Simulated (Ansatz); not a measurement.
# FN2Si (SMILES F[Si]1=N[N-]1) (charge −1): what the fields show

Input

```
crystal:
  periodic: [false, false, false]
  atoms:
    - {symbol: F, position_ang: [-1.309480, 0.887701, 1.297803]}
    - {symbol: N, position_ang: [-0.008989, 0.112839, -1.030679]}
    - {symbol: "N", position_ang: [0.661565, -0.427310, -0.150281]}
    - {symbol: Si, position_ang: [0.153995, 1.315920, 0.444317]}
basis:
  gaussian:
    orbitals: def2-TZVPD
total_charge: -1
magnetization:
  spin_polarized: false
hamiltonian:
  xc: pbe0
output: {forces: true, orbitals: {seedname: orbitals}}
```

Launched as:

```sh
ansatz run input.yaml --threads 2 --pin off --max-ram 4350MiB --events-out events.jsonl --progress --plain --runs-dir runs
```

Geometry: B3LYP-D3(BJ)/def2-SVPD; the highest occupied orbital lies above zero, a sign that basis and functional describe the outermost electron poorly.

Computed with isolated molecule in a Gaussian basis; Kohn-Sham density functional theory, functional PBE0 (Ansatz).

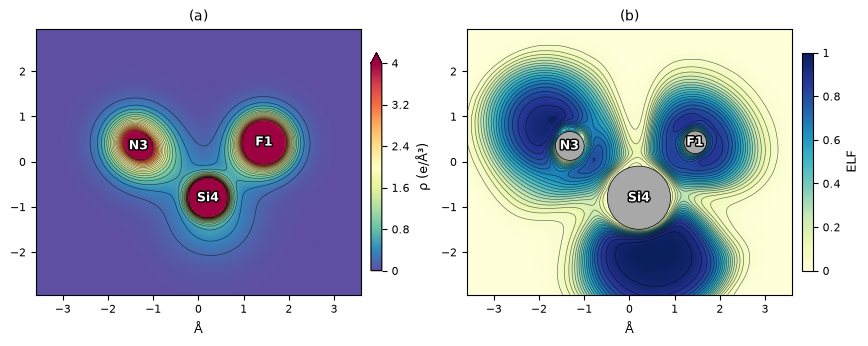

Figure 1. (a) total electron density; (b) ELF on the plane of atoms F1, Si4 and N3. Grey discs cover the atomic cores in the ELF map.

**What does the map show?**

- The section cuts through F, N and Si sites.
- Si–F (1.75 Å): ρ at the midpoint is about 0.82 e/Å³; the ELF peaks at about 0.85 in the valence shell of F, 0.6 Å from its nucleus, and is about 0.50 at the midpoint.
- Si–N (1.91 Å): ρ is about 0.74 e/Å³ halfway; the ELF peaks at about 0.80 in the valence shell of N, 0.6 Å from its nucleus, and is about 0.60 at the midpoint.
- The ELF also peaks beside Si4, F1 and N3, away from the bonds: lone-pair regions.

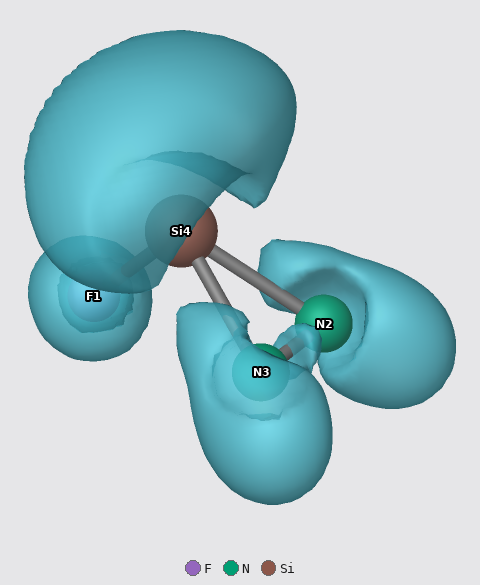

Figure 2. Isosurface of the ELF at 0.8 (cyan), seen at a tilt. Only the valence region is drawn (cores and ρ < 0.01 e/Å³ removed).

**What do the ELF domains correspond to?**

The surface consists of one region between bonded N–N atoms (shared pairs), two lobes on N, pointing away from the bonds (lone pairs), one lobe on Si, pointing away from the bonds (lone pairs) and one region wrapped around F (its lone pairs, merged into a ring or cap).


N–N (1.23 Å): the ELF peaks at about 0.85 between the atoms; localised, covalent bonding.

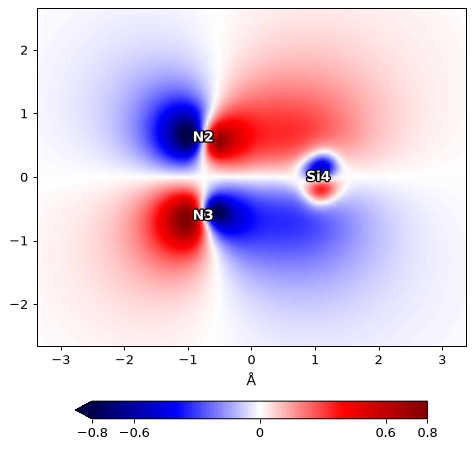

Figure 3. The HOMO on the plane of atoms N3, N2 and Si4 (values in Å⁻³ᐟ²; the overall sign is arbitrary).

**Where does this orbital lie, and at what energy?**

Its weight (Hirshfeld) is mainly on Si4 (about 35 %), N2 (about 30 %) and N3 (about 30 %). Its energy is 0.09 eV.
